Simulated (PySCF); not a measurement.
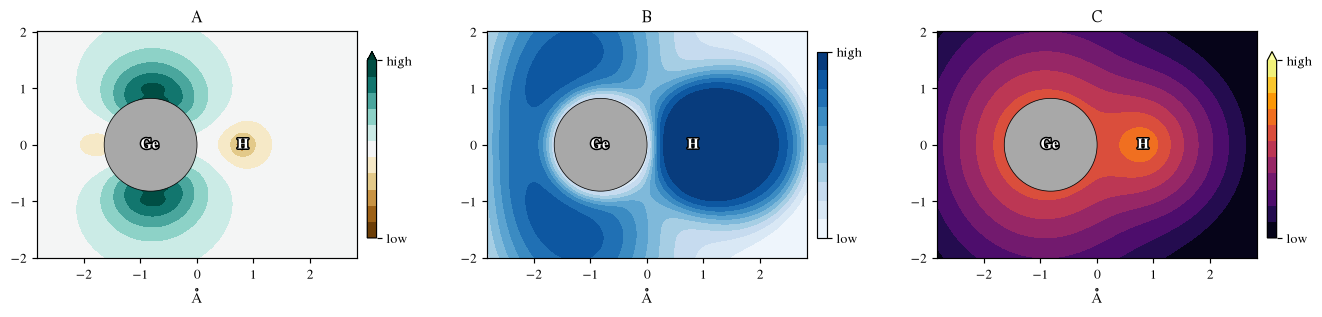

GeH (charge −1, triplet): 3 fields on a plane that holds the molecular axis, with unlabelled colour scales. Grey discs cover the atomic cores.

These are results of PySCF, PBE0/aug-cc-pVDZ(-PP), non-relativistic Hamiltonian with scalar-relativistic core potentials where named, at a bond length of 1.638 Å, not measurements.

Match the panels to the quantities (electron density, electron localisation function and spin density).

Panel A: spin density (confined to the atoms that carry the unpaired spin). Panel B: electron localisation function. Panel C: electron density. From the grid: Ge–H (1.64 Å): the density is about 0.79 e/Å³ at the midpoint; the ELF climbs to about 1 towards the hydrogen.
